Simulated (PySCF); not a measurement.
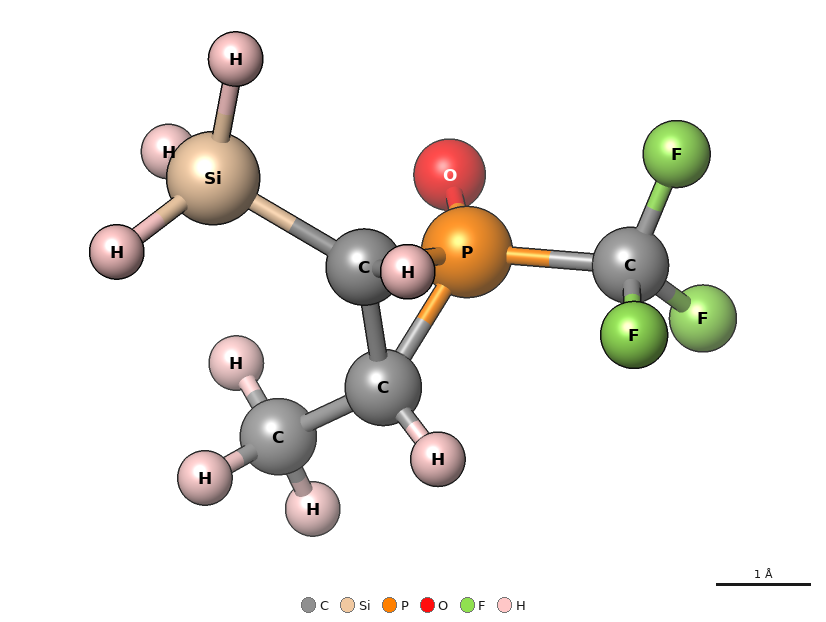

Distant atoms are faded towards the background colour. The computed structure is the end point of a PBE0-D3(BJ)/def2-SVP optimisation. No frequency run is at hand to confirm it as a minimum. Masses are those of the most abundant isotopes; constants are for the rigid equilibrium geometry.

> Classify the rotor and give the rotational constants (cm⁻¹).

An asymmetric top (C1): A = 0.0523, B = 0.0213, C = 0.0202 cm⁻¹. Ray's parameter κ is −0.93, close to the prolate limit.
